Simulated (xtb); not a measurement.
**Run report: C$_{2}$H$_{7}$ClSn, geometry relaxation (part 1 of 2)**

System: C$_{2}$H$_{7}$ClSn.
Method: GFN2-xTB (xtb 6.7.1).

The geometry comes from this level: GFN2-xTB.

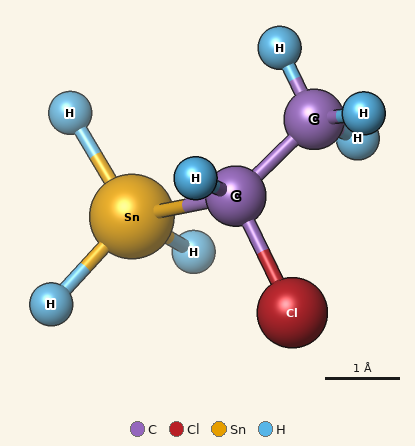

*The structure as given in the input (ball-and-stick view, seen at a tilt). Sticks mark near contacts.*

### Input (input.xyz)
```
11

C      0.25578     1.36363     0.64296
C      0.38547    -0.13913     0.64692
Cl     2.10225    -0.59628     0.52342
Sn    -0.66524    -1.12933    -1.00209
H      0.80712     1.79385     1.47707
H     -0.79207     1.64203     0.73876
H      0.64585     1.78559    -0.27962
H      0.04357    -0.54231     1.59803
H     -2.31033    -0.82583    -0.98032
H     -0.05167    -0.58451    -2.44399
H     -0.42073    -2.76772    -0.92113
```

### File xtb.inp
```
$chrg 0
$spin 0
$end
```

Machine: 1 thread of Intel Xeon (Granite Rapids), 64 GiB of memory available, shared host.

Command:
```bash
xtb input.xyz --input xtb.inp --opt tight --gfn2 --parallel 1 | tee out.txt
```

### Log
```
* xtb version 6.7.1
   ID    Z sym.   atoms
    1    6 C      1, 2
    2   17 Cl     3
    3   50 Sn     4
    4    1 H      5-11

           -------------------------------------------------
          |                Calculation Setup                |
           -------------------------------------------------

          program call               : xtb input.xyz --input xtb.inp --opt tight --gfn2 --parallel 1
          coordinate file            : input.xyz
          omp threads                :                     1

           -------------------------------------------------
          |                 G F N 2 - x T B                 |
           -------------------------------------------------

      * Hamiltonian:
        H0-scaling (s, p, d)           1.850000    2.230000    2.230000
        zeta-weighting                 0.500000
      * Dispersion:
        s8                             2.700000
        a1                             0.520000
        a2                             5.000000
        s9                             5.000000
      * Repulsion:
        kExp                           1.500000    1.000000
        rExp                           1.000000
      * Coulomb:
        alpha                          2.000000
        third order                    shell-resolved
        anisotropic                    true
        a3                             3.000000
        a5                             4.000000
        cn-shift                       1.200000
        cn-exp                         4.000000
        max-rad                        5.000000

          ...................................................
          :                      SETUP                      :
          :.................................................:
          :  # basis functions                  35          :
          :  # atomic orbitals                  33          :
          :  # shells                           17          :
          :  # electrons                        26          :
          :  max. iterations                   250          :
          :  Hamiltonian                  GFN2-xTB          :
          :  restarted?                      false          :
          :  GBSA solvation                  false          :
          :  PC potential                    false          :
          :  electronic temp.          300.0000000     K    :
          :  accuracy                    1.0000000          :
          :  -> integral cutoff          0.2500000E+02      :
          :  -> integral neglect         0.1000000E-07      :
          :  -> SCF convergence          0.1000000E-05 Eh   :
          :  -> wf. convergence          0.1000000E-03 e    :
          :  Broyden damping             0.4000000          :
          :  net charge                          0          :
          :  unpaired electrons                  0          :
          ...................................................

 iter      E             dE          RMSdq      gap      omega  full diag
   1    -14.4423697 -0.144424E+02  0.487E+00    5.77       0.0  T
   2    -14.4889227 -0.465530E-01  0.102E+01    5.72       1.0  T
   3    -14.4755655  0.133572E-01  0.107E+01    5.73       1.0  T
   4    -14.5611428 -0.855773E-01  0.188E+00    5.60       1.0  T
   5    -14.5665742 -0.543145E-02  0.350E-01    5.56       1.0  T
   6    -14.5665934 -0.192049E-04  0.345E-01    5.59       1.0  T
   7    -14.5666803 -0.868819E-04  0.146E-01    5.60       1.0  T
   8    -14.5667066 -0.263557E-04  0.426E-02    5.60       1.0  T
   9    -14.5667096 -0.293785E-05  0.202E-02    5.59       1.5  T
  10    -14.5667107 -0.114959E-05  0.723E-03    5.60       4.2  T
  11    -14.5667108 -0.111399E-06  0.443E-03    5.60       6.8  T
  12    -14.5667109 -0.434961E-07  0.200E-03    5.60      15.1  T
  13    -14.5667109 -0.648998E-08  0.760E-04    5.60      39.7  T
  14    -14.5667109 -0.200547E-08  0.477E-04    5.60      63.2  T

   *** convergence criteria satisfied after 14 iterations ***

         #    Occupation            Energy/Eh            Energy/eV
      -------------------------------------------------------------
         1        2.0000           -1.0556299             -28.7252
       ...           ...                  ...                  ...
         7        2.0000           -0.4961939             -13.5021
         8        2.0000           -0.4696923             -12.7810
         9        2.0000           -0.4575588             -12.4508
        10        2.0000           -0.4558101             -12.4032
        11        2.0000           -0.4495374             -12.2325
        12        2.0000           -0.4158533             -11.3159
        13        2.0000           -0.3997221             -10.8770 (HOMO)
        14                         -0.1940854              -5.2813 (LUMO)
        15                         -0.1552207              -4.2238
        16                         -0.1435171              -3.9053
        17                         -0.1379369              -3.7535
        18                         -0.1345027              -3.6600
       ...                                ...                  ...
        33                          0.6825528              18.5732
      -------------------------------------------------------------
                  HL-Gap            0.2056368 Eh            5.5957 eV
             Fermi-level           -0.2969037 Eh           -8.0792 eV

 SCC (total)                   0 d,  0 h,  0 min,  0.005 sec
 SCC setup                      ...        0 min,  0.000 sec (  1.320%)
 Dispersion                     ...        0 min,  0.000 sec (  0.672%)
 classical contributions        ...        0 min,  0.000 sec (  0.247%)
 integral evaluation            ...        0 min,  0.001 sec ( 16.485%)
 iterations                     ...        0 min,  0.002 sec ( 51.706%)
 molecular gradient             ...        0 min,  0.001 sec ( 28.516%)
 printout                       ...        0 min,  0.000 sec (  0.922%)

         :::::::::::::::::::::::::::::::::::::::::::::::::::::
         ::                     SUMMARY                     ::
         :::::::::::::::::::::::::::::::::::::::::::::::::::::
         :: total energy             -14.463300611651 Eh    ::
         :: gradient norm              0.000482964048 Eh/a0 ::
         :: HOMO-LUMO gap              5.595661130442 eV    ::
         ::.................................................::
         :: SCC energy               -14.566700679440 Eh    ::
         :: -> isotropic ES            0.007371658131 Eh    ::
         :: -> anisotropic ES         -0.000796085434 Eh    ::
         :: -> anisotropic XC          0.004937281890 Eh    ::
         :: -> dispersion             -0.006827459158 Eh    ::
         :: repulsion energy           0.103400067790 Eh    ::
         :: add. restraining           0.000000000000 Eh    ::
         :: total charge               0.000000000000 e     ::
         :::::::::::::::::::::::::::::::::::::::::::::::::::::

      -----------------------------------------------------------
     |                   =====================                   |
     |                        A N C O P T                        |
     |                   =====================                   |
     |               Approximate Normal Coordinate               |
     |                Rational Function Optimizer                |
      -----------------------------------------------------------
      -----------------------------------------------------------
     |                   =====================                   |
     |                        A N C O P T                        |
     |                   =====================                   |
     |               Approximate Normal Coordinate               |
     |                Rational Function Optimizer                |
      -----------------------------------------------------------

          ...................................................
          :                      SETUP                      :
          :.................................................:
          :   optimization level             tight          :
          :   max. optcycles                   200          :
          :   ANC micro-cycles                  20          :
          :   degrees of freedom                27          :
          :.................................................:
          :   RF solver                   davidson          :
          :   write xtbopt.log                true          :
          :   linear?                        false          :
          :   energy convergence         0.1000000E-05 Eh   :
          :   grad. convergence          0.8000000E-03 Eh/α :
          :   maxmium RF displ.          1.0000000          :
          :   Hlow (freq-cutoff)         0.1000000E-01      :
          :   Hmax (freq-cutoff)         5.0000000          :
          :   S6 in model hess.         20.0000000          :
          ...................................................

generating ANC from exact Hessian ...
Using Lindh-Hessian (1995)
 Shifting diagonal of input Hessian by    9.3777639273703532E-003
 Lowest  eigenvalues of input Hessian
    0.000000    0.000000    0.000000    0.000000    0.000000    0.000000
    0.010000    0.010136    0.010760    0.010868    0.011656    0.012344
    0.013026    0.014207    0.020737    0.035960    0.045745    0.061396
 Highest eigenvalues
    0.448356    0.784095    1.018383    1.122261    1.154739    1.216500

........................................................................
.............................. CYCLE    1 ..............................
........................................................................

 iter      E             dE          RMSdq      gap      omega  full diag
   1    -14.5667109 -0.145667E+02  0.229E-04    5.60       0.0  T
   2    -14.5667109 -0.480131E-10  0.178E-04    5.60     169.5  T
   3    -14.5667109 -0.678746E-11  0.842E-05    5.60     358.2  T
     SCC iter.                  ...        0 min,  0.001 sec
     gradient                   ...        0 min,  0.001 sec
 * total energy  :   -14.4633006 Eh     change       -0.8338290E-09 Eh
   gradient norm :     0.0004804 Eh/α   predicted     0.0000000E+00 (-100.00%)
   displ. norm   :     0.0126949 α      lambda       -0.1688370E-05
   maximum displ.:     0.0072466 α      in ANC's #4, #3, #8, ...

   *** GEOMETRY OPTIMIZATION CONVERGED AFTER 1 ITERATIONS ***

------------------------------------------------------------------------
 total energy gain   :        -0.0000000 Eh       -0.0000 kcal/mol
 total RMSD          :         0.0000000 a0        0.0000 Å
 total power (kW/mol):        -0.0000022 (step)   -0.0006 (real)
------------------------------------------------------------------------

 ANCopt (total)                0 d,  0 h,  0 min,  0.004 sec
 optimizer setup                ...        0 min,  0.000 sec (  1.290%)
 model hessian                  ...        0 min,  0.000 sec ( 13.087%)
 ANC generation                 ...        0 min,  0.000 sec (  3.160%)
 coordinate transformation      ...        0 min,  0.000 sec (  0.210%)
 single point calculation       ...        0 min,  0.003 sec ( 76.177%)
 optimization log               ...        0 min,  0.000 sec (  1.100%)
 hessian update                 ...        0 min,  0.000 sec (  0.021%)
 rational function              ...        0 min,  0.000 sec (  2.021%)

================
 final structure:
================
11
 xtb: 6.7.1
C            0.25578000000000        1.36363000000000        0.64296000000000
C            0.38547000000000       -0.13913000000000        0.64692000000000
Cl           2.10225000000000       -0.59628000000000        0.52342000000000
Sn          -0.66524000000000       -1.12933000000000       -1.00209000000000
H            0.80712000000000        1.79385000000000        1.47707000000000
H           -0.79207000000000        1.64203000000000        0.73876000000000
H            0.64585000000000        1.78559000000000       -0.27962000000000
H            0.04357000000000       -0.54231000000000        1.59803000000000
H           -2.31033000000000       -0.82583000000000       -0.98032000000000
H           -0.05167000000000       -0.58451000000000       -2.44399000000000
H           -0.42073000000000       -2.76772000000000       -0.92113000000000

 Bond Distances (Angstroems)
```
